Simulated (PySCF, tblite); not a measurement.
# C4H9ClSi2: a rotation path, then NMR shifts on frames, part 2 of 2

tblite 0.8.0 and PySCF 2.14.0. Atoms count from 0. The steps go on from the part before.

### 5 Nuclear shieldings: image 4, PBE0/pcSseg-1

The job: settings as JSON, then the geometry in Å.

```
{"job": {"kind": "nmr", "xc": "PBE0", "basis": "pcSseg-1", "pop": false}, "charge": 0, "multiplicity": 1}
C     -2.833900     0.728100     0.220400
C     -1.634600     0.033000     0.834100
Cl    -2.177800    -0.868500     2.299700
Si    -0.744600    -1.197900    -0.355900
C      0.987200    -0.570400    -0.512500
C      2.125700    -0.160200    -0.574700
Si     3.870100     0.450100    -0.700900
H     -2.504700     1.323500    -0.629500
H     -3.317200     1.386000     0.941300
H     -3.567800     0.003000    -0.125500
H     -0.934200     0.779600     1.215600
H     -0.756500    -2.538500     0.224400
H     -1.412000    -1.152800    -1.661700
H      3.835000     1.830300    -1.193300
H      4.485400     0.387600     0.627600
H      4.572300    -0.423800    -1.644500
```

With the program's defaults for keys left out, this is: GIAO PBE0/pcSseg-1 NMR shielding, non-relativistic, gas phase.

What it wrote:

```text
coarse grid: 14800 points
cycle   1  E = -1196.2298678547  dE =  3.983e-01  |g| = 4.252e-01  |ddm| = 3.658e+00
cycle   2  E = -1196.2262682403  dE =  3.600e-03  |g| = 4.398e-01  |ddm| = 9.775e-01
cycle   3  E = -1196.2775823879  dE = -5.131e-02  |g| = 5.079e-02  |ddm| = 5.047e-01
cycle   4  E = -1196.2779337867  dE = -3.514e-04  |g| = 3.820e-02  |ddm| = 7.894e-02
cycle   5  E = -1196.2782556528  dE = -3.219e-04  |g| = 1.465e-02  |ddm| = 3.470e-02
cycle   6  E = -1196.2783081475  dE = -5.249e-05  |g| = 3.631e-03  |ddm| = 1.289e-02
cycle   7  E = -1196.2783112239  dE = -3.076e-06  |g| = 1.137e-03  |ddm| = 3.836e-03
final grid: 128784 points
cycle   8  E = -1196.3190936338  dE = -2.365e-05  |g| = 7.207e-03  |ddm| = 2.654e-02
cycle   9  E = -1196.3190849127  dE =  8.721e-06  |g| = 9.083e-03  |ddm| = 1.442e-02
cycle  10  E = -1196.3191063822  dE = -2.147e-05  |g| = 1.190e-03  |ddm| = 8.469e-03
cycle  11  E = -1196.3191066491  dE = -2.669e-07  |g| = 4.620e-04  |ddm| = 1.294e-03
cycle  12  E = -1196.3191066955  dE = -4.639e-08  |g| = 1.777e-04  |ddm| = 4.031e-04
cycle  13  E = -1196.3191067034  dE = -7.959e-09  |g| = 2.899e-05  |ddm| = 1.557e-04
cycle  14  E = -1196.3191067036  dE = -2.076e-10  |g| = 6.290e-06  |ddm| = 3.377e-05
converged SCF energy = -1196.3191067036

GIAO shielding tensors (ppm)
atom      isotropic    diamagn.    paramagn.     s11        s22        s33       span
  0 C      160.219     246.227     -86.008    141.290    158.104    181.263     39.973
  1 C      138.929     251.169    -112.240    113.003    132.454    171.328     58.325
  2 Cl     779.908    1146.736    -366.828    569.907    727.027   1042.789    472.882
  3 Si     394.560     881.834    -487.274    337.575    400.440    445.666    108.091
  4 C       70.324     264.091    -193.768    -33.112    -21.781    265.863    298.975
  5 C       70.302     264.298    -193.996    -25.523    -18.478    254.907    280.430
  6 Si     448.093     881.788    -433.695    441.209    443.388    459.683     18.473
  7 H       30.244      30.367      -0.123     25.351     28.188     37.193     11.842
  8 H       29.930      28.661       1.268     25.601     27.889     36.298     10.697
  9 H       30.192      29.001       1.190     26.883     28.297     35.394      8.511
 10 H       28.005      33.240      -5.235     24.369     26.169     33.477      9.108
 11 H       27.106      29.045      -1.939     23.550     26.729     31.040      7.490
 12 H       27.260      29.911      -2.651     23.923     26.365     31.490      7.567
 13 H       27.478      29.077      -1.599     23.954     26.100     32.382      8.428
 14 H       27.445      28.716      -1.271     23.926     26.072     32.337      8.411
 15 H       27.437      27.819      -0.382     23.911     25.873     32.528      8.617
```

Wall time 17 s (1 thread of AMD EPYC 9R14, shared host); peak memory 0.9 GiB.

In short: δ C5 116.6, C4 116.6, C1 48.0, C0 26.7, H11 4.61, H12 4.46 ppm.

### 6 Shielding tensors: image 6, PBE0/pcSseg-1

The job: settings as JSON, then the geometry in Å.

```
{"job": {"kind": "nmr", "xc": "PBE0", "basis": "pcSseg-1", "pop": false}, "charge": 0, "multiplicity": 1}
C     -3.058400     0.512800     0.352200
C     -1.602400     0.238100     0.668600
Cl    -1.480200    -0.444600     2.333700
Si    -0.749500    -0.999200    -0.534200
C      1.028700    -0.502900    -0.578200
C      2.194300    -0.172200    -0.570200
Si     3.979800     0.320600    -0.578200
H     -3.126600     0.978000    -0.629800
H     -3.499900     1.184700     1.086900
H     -3.635800    -0.409200     0.341200
H     -1.052900     1.180800     0.717700
H     -0.904900    -2.360500    -0.025000
H     -1.356700    -0.836500    -1.860600
H      4.063700     1.722400    -0.999400
H      4.522000     0.148200     0.771800
H      4.671100    -0.551500    -1.531700
```

Method: GIAO PBE0/pcSseg-1 NMR shielding, non-relativistic, gas phase.

What it wrote:

```text
coarse grid: 14800 points
cycle   1  E = -1196.2307722543  dE =  4.039e-01  |g| = 4.247e-01  |ddm| = 3.652e+00
cycle   2  E = -1196.2270950234  dE =  3.677e-03  |g| = 4.392e-01  |ddm| = 9.978e-01
cycle   3  E = -1196.2785883227  dE = -5.149e-02  |g| = 4.994e-02  |ddm| = 5.156e-01
cycle   4  E = -1196.2789196481  dE = -3.313e-04  |g| = 3.764e-02  |ddm| = 7.673e-02
cycle   5  E = -1196.2792359207  dE = -3.163e-04  |g| = 1.408e-02  |ddm| = 3.414e-02
cycle   6  E = -1196.2792834147  dE = -4.749e-05  |g| = 3.930e-03  |ddm| = 1.240e-02
cycle   7  E = -1196.2792871364  dE = -3.722e-06  |g| = 1.045e-03  |ddm| = 3.947e-03
final grid: 128784 points
cycle   8  E = -1196.3204840045  dE = -2.483e-05  |g| = 6.917e-03  |ddm| = 2.754e-02
cycle   9  E = -1196.3204768385  dE =  7.166e-06  |g| = 8.517e-03  |ddm| = 1.385e-02
cycle  10  E = -1196.3204956850  dE = -1.885e-05  |g| = 1.217e-03  |ddm| = 7.927e-03
cycle  11  E = -1196.3204959631  dE = -2.781e-07  |g| = 4.951e-04  |ddm| = 1.326e-03
cycle  12  E = -1196.3204960175  dE = -5.448e-08  |g| = 1.791e-04  |ddm| = 4.219e-04
cycle  13  E = -1196.3204960257  dE = -8.107e-09  |g| = 2.858e-05  |ddm| = 1.610e-04
cycle  14  E = -1196.3204960258  dE = -1.971e-10  |g| = 5.991e-06  |ddm| = 3.406e-05
converged SCF energy = -1196.3204960258

GIAO shielding tensors (ppm)
atom      isotropic    diamagn.    paramagn.     s11        s22        s33       span
  0 C      161.437     245.951     -84.513    139.801    160.358    184.153     44.352
  1 C      138.042     251.932    -113.890    110.788    135.245    168.092     57.304
  2 Cl     795.083    1148.163    -353.080    628.392    704.603   1052.255    423.863
  3 Si     401.863     882.014    -480.152    356.813    401.856    446.920     90.107
  4 C       70.584     263.795    -193.211    -31.289    -21.448    264.489    295.778
  5 C       71.386     264.614    -193.228    -25.406    -20.012    259.575    284.981
  6 Si     448.043     881.815    -433.772    440.712    443.525    459.890     19.178
  7 H       30.326      29.176       1.150     25.315     28.020     37.643     12.329
  8 H       29.881      28.365       1.516     25.464     27.831     36.347     10.883
  9 H       30.247      28.673       1.575     26.740     28.439     35.563      8.823
 10 H       28.044      33.501      -5.457     24.437     26.663     33.031      8.595
 11 H       27.294      29.292      -1.997     24.254     26.238     31.391      7.137
 12 H       27.239      29.955      -2.715     23.420     26.202     32.096      8.675
 13 H       27.474      28.984      -1.510     23.946     26.060     32.415      8.469
 14 H       27.436      28.791      -1.355     23.887     26.123     32.297      8.410
 15 H       27.449      27.821      -0.373     23.908     25.876     32.561      8.653
```

It took 17 s on 1 thread of AMD EPYC 9R14, shared host; peak memory 0.9 GiB.

This run: δ C4 116.3, C5 115.5, C1 48.9, C0 25.5, H12 4.48, H11 4.42 ppm.

### 7 Shielding tensors: image 8, PBE0/pcSseg-1

The job: settings as JSON, then the geometry in Å.

```
{"job": {"kind": "nmr", "xc": "PBE0", "basis": "pcSseg-1", "pop": false}, "charge": 0, "multiplicity": 1}
C     -3.130100     0.280100     0.551000
C     -1.627500     0.445200     0.452200
Cl    -0.903500     0.189300     2.082400
Si    -0.774100    -0.791600    -0.744200
C      1.033900    -0.432500    -0.664400
C      2.217800    -0.190500    -0.579100
Si     4.025300     0.183700    -0.436600
H     -3.578500     0.467100    -0.423200
H     -3.557100     0.978900     1.269100
H     -3.386400    -0.730000     0.863200
H     -1.385300     1.479100     0.198700
H     -1.059800    -2.152600    -0.287200
H     -1.287000    -0.543400    -2.098100
H      4.218200     1.602600    -0.747700
H      4.454100    -0.114400     0.931200
H      4.732300    -0.662000    -1.402400
```

Method: GIAO PBE0/pcSseg-1 NMR shielding, non-relativistic, gas phase.

What it wrote:

```text
coarse grid: 14800 points
cycle   1  E = -1196.2319424712  dE =  4.112e-01  |g| = 4.252e-01  |ddm| = 3.650e+00
cycle   2  E = -1196.2277186682  dE =  4.224e-03  |g| = 4.414e-01  |ddm| = 1.025e+00
cycle   3  E = -1196.2801390883  dE = -5.242e-02  |g| = 4.989e-02  |ddm| = 5.298e-01
cycle   4  E = -1196.2804587801  dE = -3.197e-04  |g| = 3.797e-02  |ddm| = 7.628e-02
cycle   5  E = -1196.2807831968  dE = -3.244e-04  |g| = 1.389e-02  |ddm| = 3.413e-02
cycle   6  E = -1196.2808287027  dE = -4.551e-05  |g| = 4.136e-03  |ddm| = 1.224e-02
cycle   7  E = -1196.2808329050  dE = -4.202e-06  |g| = 9.700e-04  |ddm| = 3.960e-03
final grid: 128784 points
cycle   8  E = -1196.3218276062  dE = -2.546e-05  |g| = 6.918e-03  |ddm| = 2.769e-02
cycle   9  E = -1196.3218205587  dE =  7.048e-06  |g| = 8.497e-03  |ddm| = 1.353e-02
cycle  10  E = -1196.3218392215  dE = -1.866e-05  |g| = 1.238e-03  |ddm| = 7.711e-03
cycle  11  E = -1196.3218395094  dE = -2.879e-07  |g| = 5.183e-04  |ddm| = 1.331e-03
cycle  12  E = -1196.3218395701  dE = -6.071e-08  |g| = 1.777e-04  |ddm| = 4.340e-04
cycle  13  E = -1196.3218395781  dE = -8.016e-09  |g| = 2.651e-05  |ddm| = 1.600e-04
cycle  14  E = -1196.3218395783  dE = -1.723e-10  |g| = 5.456e-06  |ddm| = 3.231e-05
converged SCF energy = -1196.3218395783

GIAO shielding tensors (ppm)
atom      isotropic    diamagn.    paramagn.     s11        s22        s33       span
  0 C      163.403     245.689     -82.286    144.579    158.953    186.676     42.097
  1 C      138.784     252.937    -114.153    109.294    135.264    171.793     62.499
  2 Cl     802.945    1149.651    -346.705    610.490    746.397   1051.949    441.459
  3 Si     409.006     882.033    -473.027    379.019    398.469    449.531     70.513
  4 C       71.111     263.913    -192.802    -28.803    -21.055    263.192    291.996
  5 C       72.008     264.824    -192.816    -23.672    -23.006    262.702    286.375
  6 Si     448.068     881.937    -433.870    440.863    443.556    459.784     18.920
  7 H       30.394      28.159       2.235     25.301     27.902     37.980     12.680
  8 H       29.775      28.100       1.675     25.293     27.616     36.416     11.124
  9 H       30.324      28.803       1.521     26.594     28.744     35.635      9.041
 10 H       28.087      33.170      -5.083     24.060     26.759     33.441      9.380
 11 H       27.475      29.544      -2.069     24.255     26.220     31.950      7.695
 12 H       27.232      29.621      -2.389     23.206     25.847     32.643      9.437
 13 H       27.479      29.006      -1.527     23.921     26.062     32.454      8.533
 14 H       27.432      29.021      -1.588     23.841     26.233     32.223      8.381
 15 H       27.478      27.879      -0.401     23.914     25.859     32.660      8.746
```

Wall time 17 s (1 thread of AMD EPYC 9R14, shared host); peak memory 0.9 GiB.

In short: δ C4 115.8, C5 114.9, C1 48.1, C0 23.5, H12 4.49, H14 4.28 ppm.

### 8 Comparing the runs: NMR shifts

Shifts (ppm) of some atoms, chosen among heavy atoms and hydrogens apart, with basis size and wall time:

| frame | C5 | C1 | C0 | H11 | H7 | Cl2 | Si3 | functions | time |
| --- | --- | --- | --- | --- | --- | --- | --- | --- | --- |
| image 0 | 114.8 | 47.0 | 24.2 | 4.48 | 1.84 | 126 | -62.2 | 185 | 24 s |
| image 2 | 115.7 | 47.5 | 25.3 | 4.57 | 1.62 | 154 | -52.5 | 185 | 17 s |
| image 4 | 116.6 | 48.0 | 26.7 | 4.61 | 1.47 | 170 | -45.4 | 185 | 17 s |
| image 6 | 115.5 | 48.9 | 25.5 | 4.42 | 1.39 | 155 | -52.7 | 185 | 17 s |
| image 8 | 114.9 | 48.1 | 23.5 | 4.24 | 1.32 | 147 | -59.8 | 185 | 17 s |

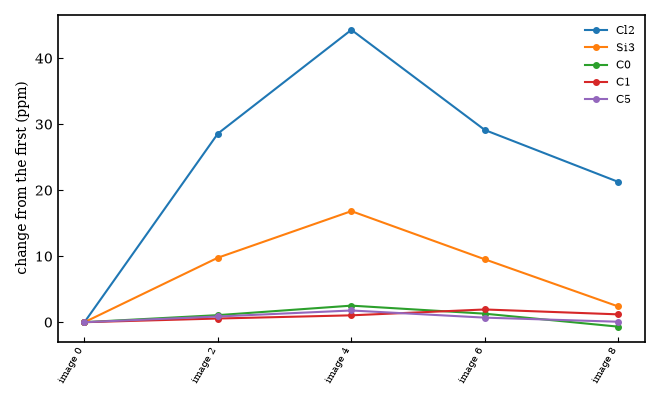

How five of the tabulated atoms move from run to run.

### 9 What came out

This closing draws on all 2 parts.

| quantity | value |
| --- | --- |
| barrier | 0.070 eV (1.6 kcal/mol) at image 4 |
| end to end (GFN2-xTB) | 0.022 eV |
| 13C shifts against TMS (PBE0/pcSseg-1, image 0) | 116.8, 114.8, 47.0, 24.2 ppm |
| 1H shifts against TMS (PBE0/pcSseg-1, image 0) | 4.48, 4.24, 4.23, 4.23, 4.22, 3.59, 1.91, 1.84, 1.42 ppm |
| 35Cl shifts against HCl (PBE0/pcSseg-1, image 0) | 126 ppm |
| 29Si shifts against TMS (PBE0/pcSseg-1, image 0) | -62.2, -99.2 ppm |
| surface potential, least and greatest | -0.70 V and 1.24 V |
| range of the shift of Cl2 | 126 to 170 ppm |

In words: Along the band the dihedral turns by 119°, and the top (dihedral -118°) lies 1.6 kcal/mol above the start (GFN2-xTB, rough), so at room temperature this motion is fast. Ends this close can change order at a higher level. The top was not checked by a frequency run. Shifts at one fixed geometry are not the observed spectrum, which averages over the motion. In the first frame run (image 0): The largest span, 442 ppm, is at Cl2, where the paramagnetic term is -321 ppm. By nearest atom (PBE0/pcSseg-1), the HOMO sits on Cl2 38 %; C1, C5 about 15 % each and the LUMO on C4, C5 about 24 % each; Si3 9 %. In ppm, Cl2 moves most: its shift spreads over 44 ppm, from 126 (image 0) to 170 (image 4).
